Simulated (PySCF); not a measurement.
# UB3LYP/6-31G(d) (spherical functions) run of PH (SMILES [PH])

Aim: the energy change on altering one bond length of PH at UB3LYP/6-31G* (spherical functions), from 2 runs. 

Program for the calculation: PySCF 2.14.0.

4 further runs of the same task are left out: 4 set aside as unsound or not needed.

## (1) The molecule

The species is PH (2 atoms), meant as a triplet with charge 0. As SMILES, `[PH]`. The shape is that of a PBE0-D4/def2-TZVP optimisation.

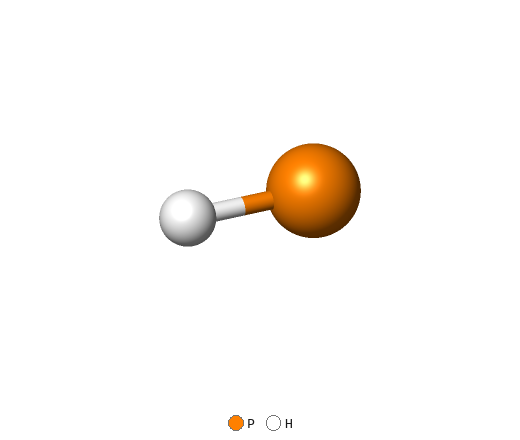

The structure, seen from a chosen angle (phosphorus orange, hydrogen white).

## (2) A single-point energy at UB3LYP/6-31G(d) (spherical functions)

Contents of run.py:

```python
from pyscf import gto, dft

mol = gto.M(
    atom='''
P      0.000000     0.000000    -0.027609
H      0.000000     0.000000     2.671468
''',
    spin=2,
    unit='bohr',
    basis='6-31g*',
    verbose=3,
    max_memory=1860,
)

myscf = dft.UKS(mol, xc='b3lyp')
myscf.grids.level = 5
myscf.conv_tol = 1e-10
myscf.kernel()
if not myscf.converged:
    myscf = myscf.newton().run(myscf.mo_coeff, myscf.mo_occ)

energy = myscf.e_tot
print('Final energy', energy)
```

The run is started by

```
$ OMP_NUM_THREADS=1 python run.py
```

Standard output:

```text
WARN: HOMO -0.201298757814509 >= LUMO -0.201298757814511

converged SCF energy = -341.874538762023  <S^2> = 2.0048259  2S+1 = 3.0032155
Final energy -341.87453876202323
```

Run time: 1.7 s. Hardware: 1 thread of Arm Neoverse V2, shared host; peak memory 0.18 GiB.

## (3) The distorted shape, same level

Contents of run.py:

```python
from pyscf import gto, dft

system = gto.Mole()
system.atom = '''
P        0.000000       0.000000      -0.228820
H        0.000000       0.000000       1.413680
'''
system.max_memory = 1860
system.verbose = 3
system.spin = 2
system.basis = '6-31g*'
system.build()

myscf = dft.UKS(system, xc='b3lyp')
myscf.grids.level = 5
myscf.conv_tol = 1e-10
myscf.kernel()
if not myscf.converged:
    myscf = myscf.newton().run(myscf.mo_coeff, myscf.mo_occ)

e_final = myscf.e_tot
print('E = %.10f Eh' % e_final)
```

The run is started by

```
$ OMP_NUM_THREADS=1 python run.py
```

Standard output:

```text
WARN: HOMO -0.197529399009328 >= LUMO -0.197529399009331

converged SCF energy = -341.863398289145  <S^2> = 2.005712  2S+1 = 3.0038056
E = -341.8633982891 Eh
```

Wall time 1.7 s (1 thread of Arm Neoverse V2, shared host); peak memory 0.18 GiB.

## (4) What came out

At UB3LYP/6-31G* (spherical functions):

| quantity | value |
| --- | --- |
| first shape: total energy | -341.87454 Eh |
| first shape: dipole moment | 0.67 D |
| first shape: HOMO energy (highest over α and β) | -6.93 eV |
| first shape: LUMO energy (lowest over α and β) | -3.21 eV |
| first shape: ⟨S²⟩ | 2.005 |
| distorted shape: total energy | -341.86340 Eh |
| distorted shape: dipole moment | 0.27 D |
| distorted shape: HOMO energy (highest over α and β) | -7.00 eV |
| distorted shape: LUMO energy (lowest over α and β) | -3.27 eV |
| distorted shape: ⟨S²⟩ | 2.006 |
| energy change with the P1–H2 bond stretched from 1.428 to 1.643 Å | 0.303 eV |

What this shows: With the P1–H2 bond stretched from 1.428 to 1.643 Å the energy rises by 0.30 eV (29.2 kJ/mol). The first shape isn't relaxed at this level, so the change isn't measured from a minimum.
